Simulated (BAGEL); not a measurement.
# SiH4S2O (SMILES O[SiH2]SS): HF/6-31G(d) (density fitting with qzvpp-jkfit, spherical functions)

Aim: the energy change on altering one bond length of SiH4S2O at HF/6-31G* (density fitting with qzvpp-jkfit, spherical functions), from 2 runs. 

The results are computed with BAGEL 1.2.2.

1 further run of the same task is left out (set aside as unsound or not needed).

## Step 1: Starting point

SiH4S2O has 8 atoms, charge 0, and is taken as a singlet. As SMILES, `O[SiH2]SS`. The coordinates come from a PBE0-D4/def2-TZVP relaxation. This is one conformer, not always the lowest.

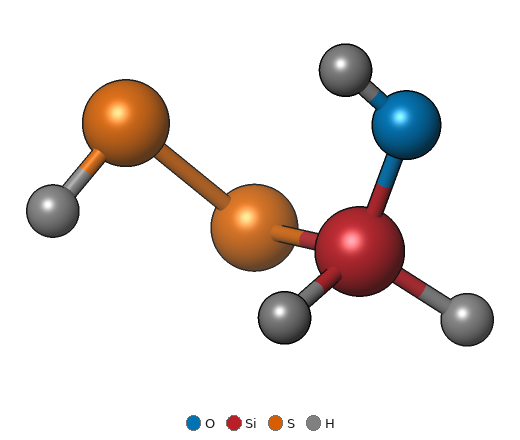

Viewed from a chosen angle; oxygen blue, silicon red, sulfur orange, hydrogen grey.

## Step 2: A single-point energy at HF/6-31G(d) (density fitting with qzvpp-jkfit, spherical functions)

The input, job.json:

```json
{ "bagel": [

{
  "title": "molecule",
  "basis": "6-31gs.json",
  "df_basis": "qzvpp-jkfit",
  "angstrom": true,
  "geometry": [
    { "atom": "O", "xyz": [       0.267700,       1.142800,      -1.342000 ] },
    { "atom": "Si", "xyz": [       0.928500,       0.284000,      -0.115400 ] },
    { "atom": "S", "xyz": [       0.155000,      -1.713700,       0.018200 ] },
    { "atom": "S", "xyz": [      -1.811500,      -1.128300,       0.276200 ] },
    { "atom": "H", "xyz": [      -0.681500,       1.279900,      -1.299000 ] },
    { "atom": "H", "xyz": [       0.669200,       0.936800,       1.192300 ] },
    { "atom": "H", "xyz": [       2.374700,       0.159000,      -0.404700 ] },
    { "atom": "H", "xyz": [      -1.810000,      -1.017500,       1.618400 ] }
  ]
},

{ "title": "hf" },

{ "title": "print", "file": "orbitals.molden", "orbitals": true }

]}
```

The basis set 6-31G* is read from a file made from the Basis Set Exchange's data (not shown).

The run is started by

```sh
$ BAGEL_NUM_THREADS=1 BAGEL job.json > job.out
```

Log:

```text
* using 1 threads per process

  ===============================================================
  ===============================================================

  *** Geometry ***

  { "atom" : "O", "xyz" : [      0.505880,      2.159579,     -2.536012 ] },
  { "atom" : "Si", "xyz" : [      1.754611,      0.536682,     -0.218074 ] },
  { "atom" : "S", "xyz" : [      0.292908,     -3.238424,      0.034393 ] },
  { "atom" : "S", "xyz" : [     -3.423239,     -2.132178,      0.521942 ] },
  { "atom" : "H", "xyz" : [     -1.287848,      2.418660,     -2.454754 ] },
  { "atom" : "H", "xyz" : [      1.264605,      1.770295,      2.253120 ] },
  { "atom" : "H", "xyz" : [      4.487533,      0.300466,     -0.764772 ] },
  { "atom" : "H", "xyz" : [     -3.420404,     -1.922796,      3.058333 ] },

  Number of auxiliary basis functions:      533

  Since a DF basis is specified, we compute 2- and 3-index integrals:
    o Being stored without compression. Storage requirement is 0.025 GB

  Number of basis functions:       76
  Number of electrons      :       58

    * METHOD: MOLECULE                             0.25

  *** RHF ***

  === Nuclear Repulsion ===
   286.0654600861

      * DIIS with orbital gradients will be used.

  === RHF iteration (6-31gs.json) ===
      0      -1161.00659286          0.01901623           0.08
      1      -1161.11740941          0.01210891           0.07
      2      -1161.17890944          0.00141253           0.08
      3      -1161.18043325          0.00026096           0.08
      4      -1161.18049372          0.00006794           0.08
      5      -1161.18050083          0.00001989           0.08
      6      -1161.18050177          0.00000833           0.08
      7      -1161.18050195          0.00000338           0.07
      8      -1161.18050199          0.00000115           0.08
      9      -1161.18050199          0.00000036           0.07
     10      -1161.18050199          0.00000014           0.08
     11      -1161.18050199          0.00000005           0.08
     12      -1161.18050199          0.00000002           0.07
     13      -1161.18050199          0.00000001           0.07
    * SCF iteration converged.

    * Permanent dipole moment:
           (    0.288056,    -0.482422,    -0.656945) a.u.

    * METHOD: HF                                   1.23

    * METHOD: PRINT                                0.01

  ===============================================================
```

Run time: 1.6 s. Hardware: 1 thread of Arm Neoverse V2, shared host; peak memory 0.12 GiB.

## Step 3: The distorted shape at the same level

The input, calc.json:

```json
{ "bagel": [

{
  "title": "molecule",
  "basis": "6-31gs.json",
  "df_basis": "qzvpp-jkfit",
  "angstrom": true,
  "geometry": [
    { "atom": "O", "xyz": [    0.069457,    1.400444,   -1.709986 ] },
    { "atom": "Si", "xyz": [    0.928500,    0.284000,   -0.115400 ] },
    { "atom": "S", "xyz": [    0.155000,   -1.713700,    0.018200 ] },
    { "atom": "S", "xyz": [   -1.811500,   -1.128300,    0.276200 ] },
    { "atom": "H", "xyz": [   -0.879743,    1.537544,   -1.666986 ] },
    { "atom": "H", "xyz": [    0.669200,    0.936800,    1.192300 ] },
    { "atom": "H", "xyz": [    2.374700,    0.159000,   -0.404700 ] },
    { "atom": "H", "xyz": [   -1.810000,   -1.017500,    1.618400 ] }
  ]
},
{ "title": "hf" },
{ "title": "print", "file": "orbitals.molden", "orbitals": true }

]}
```

The basis set 6-31G* is read from a file made from the Basis Set Exchange's data (not shown).

The run is started by

```sh
$ BAGEL_NUM_THREADS=1 BAGEL calc.json > calc.out
```

Log:

```text
* using 1 threads per process

  ===============================================================
  ===============================================================

  *** Geometry ***

  { "atom" : "O", "xyz" : [      0.131255,      2.646456,     -3.231405 ] },
  { "atom" : "Si", "xyz" : [      1.754611,      0.536682,     -0.218074 ] },
  { "atom" : "S", "xyz" : [      0.292908,     -3.238424,      0.034393 ] },
  { "atom" : "S", "xyz" : [     -3.423239,     -2.132178,      0.521942 ] },
  { "atom" : "H", "xyz" : [     -1.662473,      2.905537,     -3.150147 ] },
  { "atom" : "H", "xyz" : [      1.264605,      1.770295,      2.253120 ] },
  { "atom" : "H", "xyz" : [      4.487533,      0.300466,     -0.764772 ] },
  { "atom" : "H", "xyz" : [     -3.420404,     -1.922796,      3.058333 ] },

  Number of auxiliary basis functions:      533

  Since a DF basis is specified, we compute 2- and 3-index integrals:
    o Being stored without compression. Storage requirement is 0.025 GB

  Number of basis functions:       76
  Number of electrons      :       58

    * METHOD: MOLECULE                             0.25

  *** RHF ***

  === Nuclear Repulsion ===
   272.3204716964

      * DIIS with orbital gradients will be used.

  === RHF iteration (6-31gs.json) ===
      0      -1160.85667432          0.02170163           0.08
      1      -1160.95188814          0.01796333           0.08
      2      -1161.10237480          0.00178545           0.08
      3      -1161.10507153          0.00039136           0.07
      4      -1161.10525849          0.00012759           0.08
      5      -1161.10528894          0.00004785           0.08
      6      -1161.10529365          0.00001569           0.08
      7      -1161.10529410          0.00000487           0.07
      8      -1161.10529414          0.00000212           0.07
      9      -1161.10529415          0.00000072           0.07
     10      -1161.10529415          0.00000029           0.07
     11      -1161.10529415          0.00000010           0.07
     12      -1161.10529415          0.00000004           0.07
     13      -1161.10529415          0.00000002           0.07
     14      -1161.10529415          0.00000001           0.07
    * SCF iteration converged.

    * Permanent dipole moment:
           (    0.050159,     0.023957,    -1.256715) a.u.

    * METHOD: HF                                   1.28

    * METHOD: PRINT                                0.01

  ===============================================================
```

Wall time 1.7 s (1 thread of Arm Neoverse V2, shared host); peak memory 0.12 GiB.

## Step 4: Outcome

At HF/6-31G* (density fitting with qzvpp-jkfit, spherical functions):

| quantity | value |
| --- | --- |
| first shape: total energy | -1161.18050 Eh |
| first shape: dipole moment | 2.20 D |
| first shape: HOMO energy | -10.30 eV |
| first shape: LUMO energy | 2.44 eV |
| first shape: HOMO–LUMO gap | 12.74 eV |
| distorted shape: total energy | -1161.10529 Eh |
| distorted shape: dipole moment | 3.20 D |
| distorted shape: HOMO energy | -10.53 eV |
| distorted shape: LUMO energy | 2.00 eV |
| distorted shape: HOMO–LUMO gap | 12.54 eV |
| energy change with the O1–Si2 bond stretched from 1.637 to 2.128 Å | 2.047 eV |

What this shows: With the O1–Si2 bond stretched from 1.637 to 2.128 Å the energy rises by 2.05 eV (47 kcal/mol). The first shape isn't relaxed at this level, so the change isn't measured from a minimum.
